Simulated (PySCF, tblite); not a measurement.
# C₇H₁₈BNO: geometry, infrared bands and NMR shifts

Aim: predict the infrared bands and NMR shifts of C₇H₁₈BNO (`CCO[C@H]1CC[BH2-][N+]1(C)C`).

The runs use tblite 0.8.0 and PySCF 2.14.0, with density-fitted response routines of our own; the level of theory stands in each step. All values are computed, except where a source is named. Atoms count from 0, in the outputs and in this text.

### 1 The molecule as given

28 atoms, charge 0, multiplicity 1; geometry from: force field or distance geometry start.

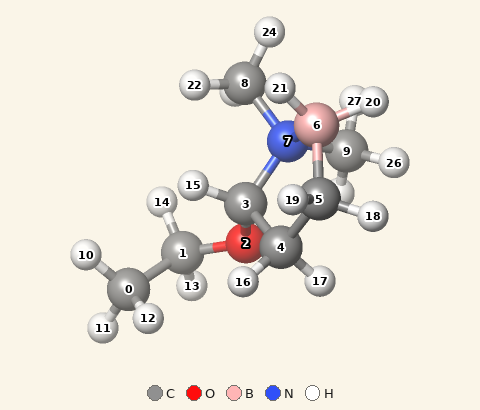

As it starts; carbon grey, oxygen red, boron pink, nitrogen blue, hydrogen white, atoms numbered.

### 2 Optimising the geometry with GFN2-xTB

Job settings and geometry (Å):

```
{"job": {"kind": "relax", "xc": "GFN2-xTB", "basis": "xTB"}, "charge": 0, "multiplicity": 1}
C      3.139000    -0.434600    -0.432500
C      2.275600    -0.464700     0.781600
O      0.991000    -0.873000     0.633400
C      0.219900    -0.097100    -0.225000
C     -0.350600    -1.043600    -1.248300
C     -1.714000    -0.528400    -1.647300
B     -2.040600     0.619000    -0.609000
N     -0.936800     0.484400     0.433100
C     -0.603900     1.815400     0.917000
C     -1.440900    -0.356300     1.500400
H      3.370700     0.596000    -0.796700
H      4.124300    -0.884300    -0.155100
H      2.759200    -1.008800    -1.282600
H      2.764300    -1.199400     1.506500
H      2.321400     0.520800     1.342300
H      0.780500     0.753300    -0.648600
H      0.348700    -1.170500    -2.097500
H     -0.471700    -2.044500    -0.748500
H     -2.460300    -1.333100    -1.606400
H     -1.657100    -0.169000    -2.685300
H     -3.114000     0.432000    -0.151300
H     -2.028500     1.658300    -1.182400
H     -0.020200     2.349200     0.123200
H      0.018800     1.663400     1.814400
H     -1.503200     2.425600     1.152000
H     -0.685400    -1.055900     1.896800
H     -2.304200    -0.951600     1.129300
H     -1.803100     0.324800     2.300300
```

Started as:

```sh
> OMP_NUM_THREADS=1 python probes_run.py task.json out
```

The driver reads the jobs from task.json and runs them one after another.

What it wrote:

```text
step      E/eV     max force
  0    -880.82128    3.190
  1    -881.20701    1.320
  2    -881.32907    0.641
  3    -881.42917    0.562
  4    -881.50918    0.416
  5    -881.54796    0.512
  6    -881.57343    0.408
  7    -881.59483    0.282
  8    -881.60992    0.194
  9    -881.61897    0.216
 10    -881.62539    0.198
 11    -881.63233    0.200
 12    -881.64067    0.222
 13    -881.64944    0.230
 14    -881.65789    0.284
 15    -881.66660    0.239
 16    -881.67579    0.216
 17    -881.68476    0.188
 18    -881.69362    0.182
 19    -881.70354    0.222
 20    -881.71596    0.266
 21    -881.73082    0.233
 22    -881.74573    0.254
 23    -881.75890    0.250
 24    -881.77070    0.223
 25    -881.78101    0.208
 26    -881.78984    0.187
 27    -881.79842    0.188
 28    -881.80554    0.274
 29    -881.81430    0.286
 30    -881.82222    0.162
 31    -881.82790    0.145
 32    -881.83115    0.122
 33    -881.83464    0.133
 34    -881.83747    0.132
 35    -881.84047    0.146
 36    -881.84339    0.116
 37    -881.84630    0.101
 38    -881.84900    0.111
 39    -881.85151    0.112
 40    -881.85374    0.102
 41    -881.85560    0.094
 42    -881.85744    0.099
 43    -881.85953    0.134
 44    -881.86213    0.148
 45    -881.86432    0.108
 46    -881.86633    0.085
 47    -881.86777    0.086
 48    -881.86912    0.110
 49    -881.87060    0.098
 50    -881.87234    0.102
 51    -881.87430    0.091
 52    -881.87651    0.103
 53    -881.87907    0.138
 54    -881.88186    0.132
 55    -881.88442    0.130
 56    -881.88458    0.225
 57    -881.88793    0.089
 58    -881.88924    0.069
 59    -881.89169    0.062
 60    -881.89266    0.066
 61    -881.89390    0.074
 62    -881.89491    0.063
 63    -881.89600    0.064
 64    -881.89726    0.084
 65    -881.89860    0.082
 66    -881.89975    0.071
 67    -881.90058    0.063
 68    -881.90137    0.077
 69    -881.90215    0.072
 70    -881.90325    0.049
 71    -881.90373    0.050
 72    -881.90456    0.059
 73    -881.90537    0.065
 74    -881.90641    0.056
 75    -881.90715    0.041
 76    -881.90758    0.041
 77    -881.90789    0.040
 78    -881.90828    0.040
 79    -881.90873    0.044
 80    -881.90911    0.037
 81    -881.90935    0.035
 82    -881.90956    0.034
 83    -881.90987    0.039
 84    -881.91041    0.050
 85    -881.91093    0.047
 86    -881.91151    0.046
 87    -881.91211    0.061
 88    -881.91289    0.070
 89    -881.91383    0.063
 90    -881.91475    0.071
 91    -881.91554    0.059
 92    -881.91624    0.048
 93    -881.91654    0.106
 94    -881.91726    0.047
 95    -881.91764    0.039
 96    -881.91802    0.030
 97    -881.91829    0.037
 98    -881.91867    0.045
 99    -881.91902    0.046
100    -881.91935    0.042
101    -881.91968    0.033
102    -881.92004    0.042
103    -881.92038    0.036
104    -881.92067    0.034
105    -881.92094    0.040
106    -881.92124    0.042
107    -881.92154    0.038
108    -881.92180    0.027
109    -881.92199    0.023
110    -881.92214    0.025
111    -881.92230    0.026
112    -881.92247    0.027
113    -881.92263    0.027
114    -881.92279    0.033
115    -881.92295    0.028
116    -881.92315    0.029
117    -881.92339    0.026
118    -881.92356    0.030
119    -881.92374    0.031
120    -881.92393    0.034
121    -881.92413    0.027
122    -881.92433    0.028
123    -881.92451    0.032
124    -881.92468    0.033
125    -881.92486    0.032
126    -881.92504    0.033
127    -881.92523    0.035
128    -881.92543    0.034
129    -881.92562    0.030
130    -881.92583    0.031
131    -881.92601    0.025
132    -881.92621    0.026
133    -881.92632    0.023
134    -881.92647    0.022
135    -881.92658    0.021
136    -881.92668    0.017
137    -881.92677    0.019
138    -881.92686    0.018
139    -881.92694    0.018
140    -881.92703    0.018
141    -881.92711    0.018
142    -881.92720    0.020
143    -881.92730    0.018
144    -881.92741    0.020
145    -881.92754    0.025
146    -881.92773    0.031
147    -881.92794    0.030
148    -881.92813    0.022
149    -881.92825    0.022
150    -881.92837    0.022
151    -881.92850    0.024
152    -881.92864    0.025
153    -881.92874    0.020
154    -881.92881    0.017
155    -881.92885    0.016
156    -881.92891    0.017
157    -881.92898    0.020
158    -881.92906    0.023
159    -881.92914    0.020
160    -881.92924    0.027
161    -881.92937    0.028
162    -881.92952    0.027
163    -881.92965    0.029
164    -881.92974    0.019
165    -881.92982    0.018
166    -881.92990    0.018
167    -881.92998    0.018
168    -881.93005    0.019
169    -881.93011    0.015
170    -881.93016    0.014
171    -881.93020    0.009
```

It took 2.9 s on 1 thread of Arm Neoverse N1, shared host; peak memory 0.19 GiB.

Along the way: (not every step is listed)

```
step  energy from step 0 (eV)  largest force (eV/Å)
   0                   0.0000                3.1901
   1                  -0.3857                1.3201
   2                  -0.5078                0.6413
   3                  -0.6079                0.5624
   4                  -0.6879                0.4156
   5                  -0.7267                0.5124
   6                  -0.7522                0.4083
   7                  -0.7736                0.2820
   8                  -0.7886                0.1944
  23                  -0.9376                0.2501
  38                  -1.0277                0.1109
  53                  -1.0578                0.1377
  68                  -1.0801                0.0774
  83                  -1.0886                0.0390
  98                  -1.0974                0.0452
 113                  -1.1014                0.0269
 128                  -1.1042                0.0342
 143                  -1.1060                0.0185
 158                  -1.1078                0.0228
 166                  -1.1086                0.0178
 167                  -1.1087                0.0181
 168                  -1.1088                0.0188
 169                  -1.1088                0.0149
 170                  -1.1089                0.0139
 171                  -1.1089                0.0093
```

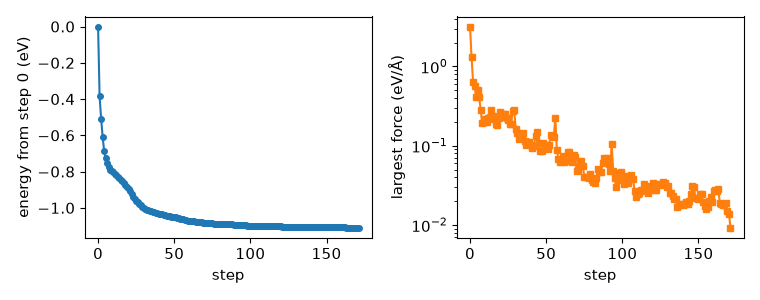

Energy and force, step by step.

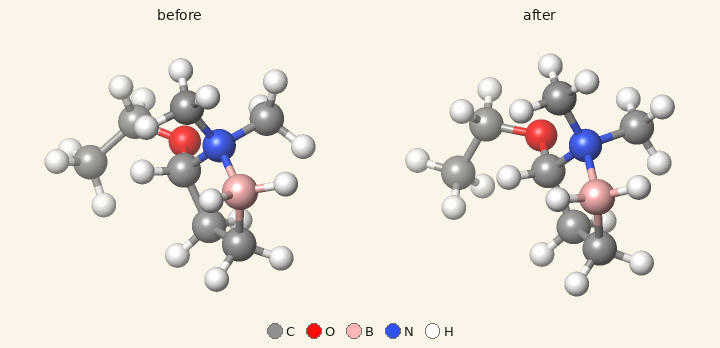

Before and after, at one scale.

Close pairs (by a distance rule), those that changed most:

```
  bond  before (Å)  after (Å)  change (Å)
 B6–N7       1.524      1.646      +0.122
 C5–B6       1.582      1.639      +0.058
 C1–O2       1.356      1.411      +0.055
C1–H13       1.142      1.094      -0.048
 C0–C1       1.490      1.525      +0.035
C1–H14       1.135      1.100      -0.034
C4–H17       1.125      1.091      -0.034
C8–H22       1.121      1.088      -0.032
```

The end geometry stands in the next job.

### 3 Harmonic vibrations with GFN2-xTB

Job settings and geometry (Å):

```
{"job": {"kind": "ir", "xc": "GFN2-xTB", "basis": "xTB"}, "charge": 0, "multiplicity": 1}
C      3.172084    -0.750392    -0.533585
C      2.432171    -0.160207     0.662424
O      1.090781    -0.587341     0.759024
C      0.190397    -0.041936    -0.177567
C     -0.346851    -1.046353    -1.197015
C     -1.675247    -0.461252    -1.705708
B     -2.009003     0.820708    -0.740330
N     -0.992894     0.511233     0.516585
C     -0.643498     1.701276     1.284316
C     -1.577346    -0.482675     1.417287
H      2.735794    -0.402140    -1.466792
H      4.215611    -0.449098    -0.501362
H      3.114506    -1.835357    -0.506010
H      2.896083    -0.500631     1.592405
H      2.480790     0.938426     0.625978
H      0.654108     0.800205    -0.707120
H      0.383316    -1.189781    -1.994458
H     -0.479343    -2.010083    -0.702730
H     -2.447293    -1.231208    -1.690983
H     -1.570189    -0.161544    -2.748001
H     -3.113649     0.871420    -0.304226
H     -1.647430     1.857128    -1.209898
H     -0.219191     2.452527     0.621206
H      0.075600     1.457142     2.070353
H     -1.544803     2.114226     1.732098
H     -0.830851    -0.836739     2.130222
H     -1.953342    -1.319816     0.839133
H     -2.411210    -0.030381     1.948968
```

What it wrote:

```text
mode    cm-1     km/mol
  1      40.1      0.40
  2      80.6      0.41
  3      87.8      0.36
  4     118.7      6.20
  5     201.2      1.30
  6     215.6      0.84
  7     225.2      2.07
  8     259.4      0.22
  9     281.0      2.18
 10     301.8      5.07
 11     345.7      5.46
 12     373.8      7.84
 13     432.0      1.23
 14     467.9      4.98
 15     486.0      5.30
 16     534.8      1.53
 17     600.2      0.23
 18     670.4     20.98
 19     724.1     20.94
 20     806.7      4.63
 21     832.3     13.77
 22     857.3      5.50
 23     903.2     28.07
 24     930.2     12.54
 25     950.5      1.06
 26     983.0     42.11
 27    1021.7     56.64
 28    1031.1      2.52
 29    1033.1     25.46
 30    1054.3      3.43
 31    1076.9      3.70
 32    1081.3     25.92
 33    1090.6     53.68
 34    1097.0     93.25
 35    1124.0    160.69
 36    1135.7      7.43
 37    1163.3     32.74
 38    1196.0      6.05
 39    1212.8     17.60
 40    1225.0      9.73
 41    1247.2      1.17
 42    1250.5     28.73
 43    1257.8     59.52
 44    1275.3      3.89
 45    1290.6     13.37
 46    1326.7     22.10
 47    1333.7     11.02
 48    1341.4      8.37
 49    1396.0      2.89
 50    1401.6     10.94
 51    1417.3      4.09
 52    1462.5      4.05
 53    1464.5      0.23
 54    1472.2      1.56
 55    1477.6      8.70
 56    1484.0      5.04
 57    1490.5     10.80
 58    1495.8      2.11
 59    1507.3      5.86
 60    1533.6      1.74
 61    2427.7    245.71
 62    2477.9    231.01
 63    2866.3     60.31
 64    2898.2     36.84
 65    2961.6     30.72
 66    2966.1      6.47
 67    2968.6     30.04
 68    2985.7     95.66
 69    2992.2     52.41
 70    2993.9     35.62
 71    3010.7     77.49
 72    3028.8     11.60
 73    3035.1     12.56
 74    3037.9     34.36
 75    3040.7     31.92
 76    3046.2     25.65
 77    3050.5     22.45
 78    3076.1      8.26
```

It took 2.5 s on 1 thread of Arm Neoverse N1, shared host; peak memory 0.19 GiB.

Which atoms move in the most intense modes:

```
cm⁻¹  km/mol                       atoms
1097    93.2  C3 19 %, C4 12 %, H21 11 %
1124   160.7   O2 30 %, C1 25 %, C3 11 %
1258    59.5          H20 30 %, H21 28 %
2428   245.7                    H21 88 %
2478   231.0                    H20 89 %
2866    60.3                    H14 93 %
2986    95.7          H18 48 %, H16 40 %
3011    77.5          H19 68 %, H18 20 %
```

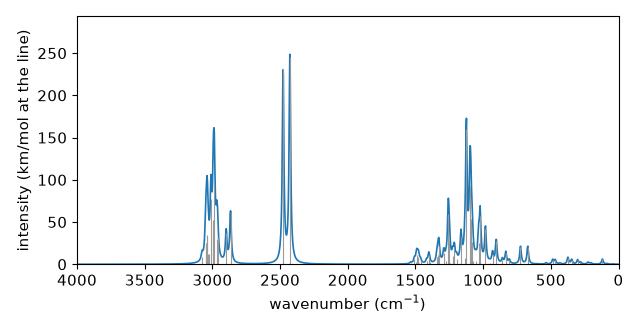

The infrared spectrum from these modes, unscaled. Lines are broadened to a width of 14 cm⁻¹ (Lorentzian).

### 4 Optimising the geometry at PBE0-D3(BJ)/def2-SVP

Job settings and geometry (Å):

```
{"job": {"xc": "PBE0", "basis": "def2-SVP", "d3": "d3bj", "grid": 1, "shake": 0.01, "kind": "geom"}, "charge": 0, "multiplicity": 1}
C      3.192490    -0.775950    -0.529400
C      2.426490    -0.164730     0.660270
O      1.070580    -0.589660     0.750370
C      0.223630    -0.039680    -0.181090
C     -0.349660    -1.053030    -1.207570
C     -1.679160    -0.456430    -1.708090
B     -1.999430     0.818710    -0.740090
N     -0.977440     0.516680     0.511530
C     -0.645330     1.706680     1.303670
C     -1.580040    -0.485110     1.427310
H      2.726930    -0.405060    -1.457970
H      4.221410    -0.448180    -0.494660
H      3.086220    -1.825140    -0.515610
H      2.879400    -0.497870     1.599410
H      2.476340     0.927660     0.626240
H      0.653580     0.814260    -0.699650
H      0.385250    -1.178660    -1.996510
H     -0.488600    -2.004240    -0.696900
H     -2.449440    -1.239040    -1.688690
H     -1.595130    -0.154640    -2.743090
H     -3.130040     0.872030    -0.313870
H     -1.639860     1.836790    -1.219040
H     -0.212100     2.464090     0.599630
H      0.070620     1.460420     2.064260
H     -1.528900     2.102310     1.735640
H     -0.841340    -0.822680     2.130010
H     -1.957060    -1.337000     0.855950
H     -2.403680    -0.022850     1.960350
```

What it wrote:

```text
step   0  E = -431.58843755  max force = 0.039890
step   1  E = -431.59701311  max force = 0.009328
step   2  E = -431.59748184  max force = 0.002013
step   3  E = -431.59751987  max force = 0.000712
step   4  E = -431.59754405  max force = 0.000673
step   5  E = -431.59756700  max force = 0.000879
step   6  E = -431.59757950  max force = 0.000594
step   7  E = -431.59758459  max force = 0.000233
optimisation converged
```

Wall time 7.6 min (1 thread of Arm Neoverse N1, shared host); peak memory 1.1 GiB.

Along the way:

```
step  energy from step 0 (eV)  largest force component (eV/Å)
   0                   0.0000                          2.0512
   1                  -0.2334                          0.4797
   2                  -0.2461                          0.1035
   3                  -0.2471                          0.0366
   4                  -0.2478                          0.0346
   5                  -0.2484                          0.0452
   6                  -0.2488                          0.0305
   7                  -0.2489                          0.0120
```

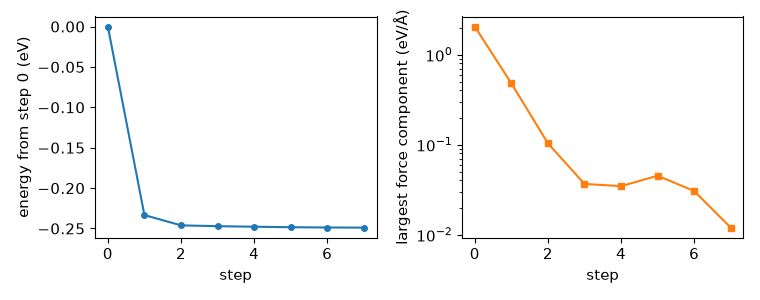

Energy and force, step by step.

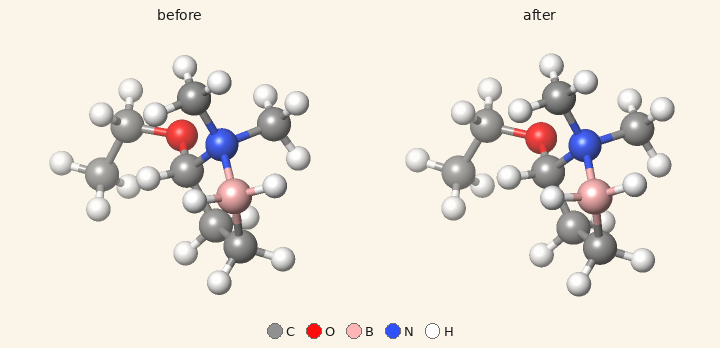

The geometry before (left) and after (right).

Close pairs (by a distance rule), those that changed most:

```
  bond  before (Å)  after (Å)  change (Å)
B6–H21       1.181      1.231      +0.050
C0–H12       1.055      1.100      +0.046
C8–H24       1.060      1.098      +0.038
 C3–C4       1.552      1.522      -0.030
C8–H23       1.073      1.101      +0.028
 C0–C1       1.541      1.515      -0.027
C9–H25       1.074      1.099      +0.025
C8–H22       1.121      1.097      -0.024
```

The end geometry stands in the next job.

```
                         at the end point                value
  point group (found at 0.08 Å tolerance)                   C1
rotational constants (GHz, main isotopes)  1.968, 0.991, 0.803
                        dipole moment (D)                 4.52
```

[end of part 1 of 2]
